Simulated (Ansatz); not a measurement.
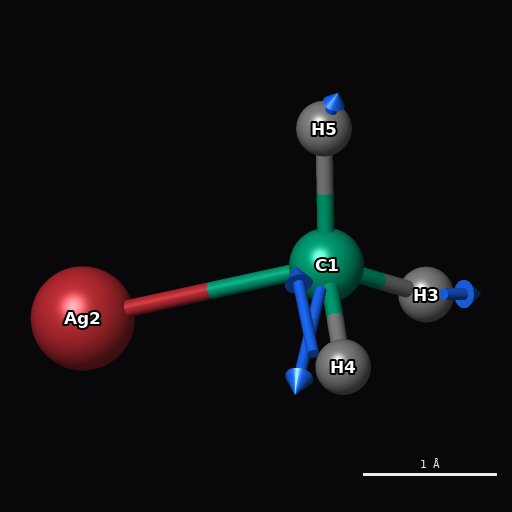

Arrows show the forces on the atoms, 0.4 Å of arrow for 1 eV/Å; forces under a tenth of the largest aren't drawn. The species is neutral and a spin singlet. Level of theory: RHF-CCSD(T) (frozen core)/def2-TZVPP (Ansatz 0.2.0).

On which atom is the force largest, and how large is it?

On C1: 2.73 eV/Å.

Which bond do the forces act along most?

C1–H4, now 1.171 Å: the forces pull its atoms together, so a first step downhill shortens it.

List the force components in the frame of the picture (x right, y up, z towards the viewer), in eV/Å.

| atom | Fx | Fy | Fz |
| --- | --- | --- | --- |
| C1 | −0.48 | −1.98 | 1.81 |
| Ag2 | −0.01 | −0.02 | 0.02 |
| H3 | 0.70 | 0.01 | −0.70 |
| H4 | −0.34 | 1.65 | −1.45 |
| H5 | 0.13 | 0.34 | 0.31 |
